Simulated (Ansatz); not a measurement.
Br₂FGa (SMILES [F][Ga]([Br])[Br])

```xyz
4

F    -1.1778   -0.5024    1.2921
Ga   -0.0455   -0.0393    0.0595
Br    2.0912   -0.7038    0.2929
Br   -0.8123    1.1854   -1.6648
```

Geometry: PBE0-D4/def2-TZVP.

Computed with RKS PBE0-D4/def2-TZVPP (Ansatz).

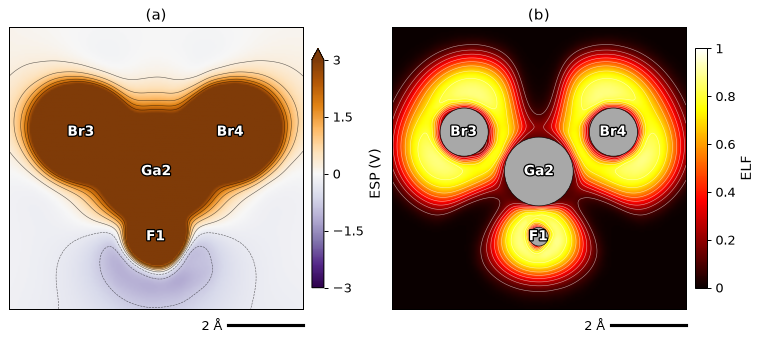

Figure 1. (a) electrostatic potential; (b) ELF on the molecular plane. Grey discs cover the atomic cores in the ELF map.

**What do the fields say about this system?**

The plane passes through F, Ga and Br nuclei. Ga–F (1.74 Å): the ELF peaks at about 0.80 in the valence shell of F, 0.5 Å from its nucleus, and is about 0.20 at the midpoint. Ga–Br (2.25 Å): the ELF peaks at about 0.75 in the valence shell of Br, 1.0 Å from its nucleus, and is about 0.70 at the midpoint. The ELF also peaks beside F1, Br3 and Br4, away from the bonds: lone-pair regions. Outside the dense part of the molecule the potential is most negative (−1.2 V) near F1.

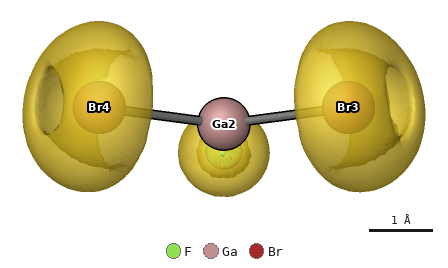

Figure 2. Isosurface of the electron localisation function at 0.8 (yellow), seen from one side. Core shells and regions of very low density are left out.

**Where are the electrons localised?**

The ELF exceeds this value in two rings or bowls of non-bonding electrons around Br and one region wrapped around F (its valence shell).

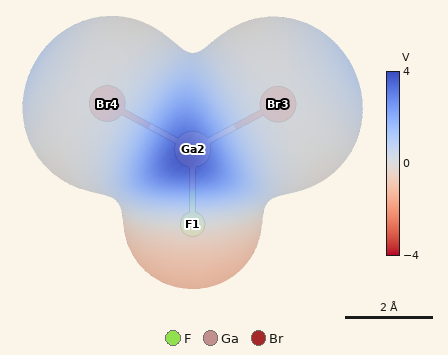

Figure 3. The molecular electrostatic potential painted on the density surface at 0.002 e/bohr³, seen across its widest extent; red is negative and blue positive.

**Where is the surface potential most negative and most positive?**

The most negative region (about −1.1 V) lies over F1, the most positive (about +3.6 V) over Ga2. Br3 shows a σ-hole: about +0.7 V at the tip opposite its bond, against about +0.1 V on its flanks. Br4 shows a σ-hole: about +0.7 V at the tip opposite its bond, against about +0.1 V on its flanks.
